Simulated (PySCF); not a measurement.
**CH7ClF2O4Si4: density, localisation and related maps**

Input

```
{"job": {"xc": "PBE0", "basis": "pcSseg-1", "kind": "nmr", "pop": true}, "charge": 0, "multiplicity": 1}
C      2.996090    -0.052127     0.758588
Si     1.554416     0.167710    -0.426012
F      2.032768     0.497630    -1.925729
O      0.629549     1.405000     0.023307
Si    -0.750231     2.254431    -0.026084
O     -2.046597     1.278299    -0.005096
Si    -2.825620    -0.105918     0.256325
Cl    -3.267884    -0.248015     2.179290
O     -1.933824    -1.385051    -0.178453
Si    -0.540925    -2.162322    -0.356178
F     -0.248808    -2.898133     1.033958
O      0.708561    -1.195259    -0.619940
H      3.539990     0.878081     0.888231
H      3.691392    -0.792284     0.375164
H      2.667262    -0.385462     1.738117
H     -0.735128     3.001612     1.222030
H     -0.851362     2.959677    -1.292871
H     -3.959566    -0.118979    -0.640814
H     -0.669887    -3.089638    -1.445387
```

Run with:

```sh
OMP_NUM_THREADS=1 python ens_run.py task.json out
```

Geometry: GFN2-xTB.

Level of theory: PySCF, PBE0/pcSseg-1, SCF density, gas phase, non-relativistic.

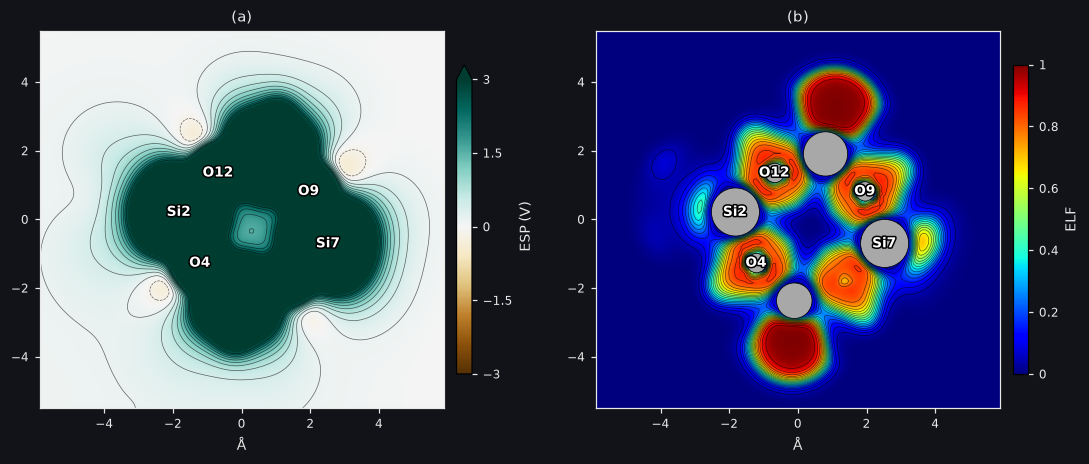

Figure 1. (a) molecular electrostatic potential; (b) ELF on the plane of atoms O4, Si2 and O12. Grey discs cover the atomic cores in the ELF map.

Read the bonding off the picture.

Answer. Atoms in the plane: Si and O.
Si–O (1.61 Å): the ELF peaks at about 0.85 between the atoms, as expected for a polar covalent bond.
The ELF also peaks beside O6, O4, O9 and O12, away from the bonds: lone-pair regions.
Outside the dense part of the molecule the potential is most negative (−0.4 V) near O9.

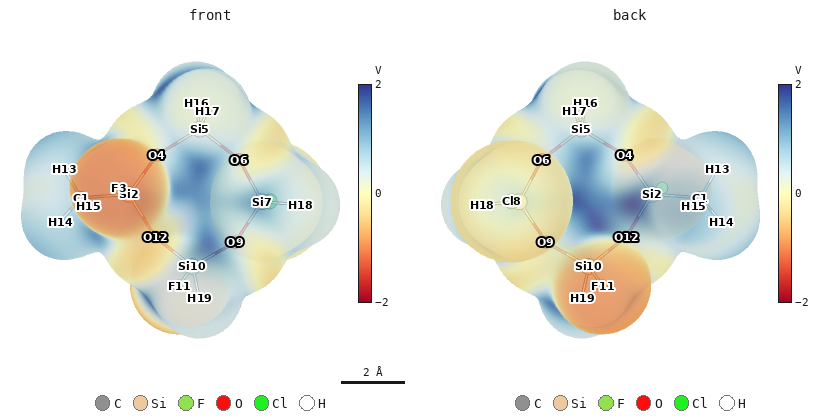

Figure 2. The electrostatic potential painted on the density surface at 0.002 e/bohr³, seen from the front and from behind; red is negative and blue positive.

Where is the surface potential most negative and most positive?

Answer. The most negative region (about −1.0 V, or −23 kcal/mol for a unit charge) lies over F3, the most positive (about +1.8 V, or +42 kcal/mol for a unit charge) over Si2, Si5, Si7 and Si10.

How polar is the molecule by this calculation?

Answer. Its dipole moment is 1.04 D.
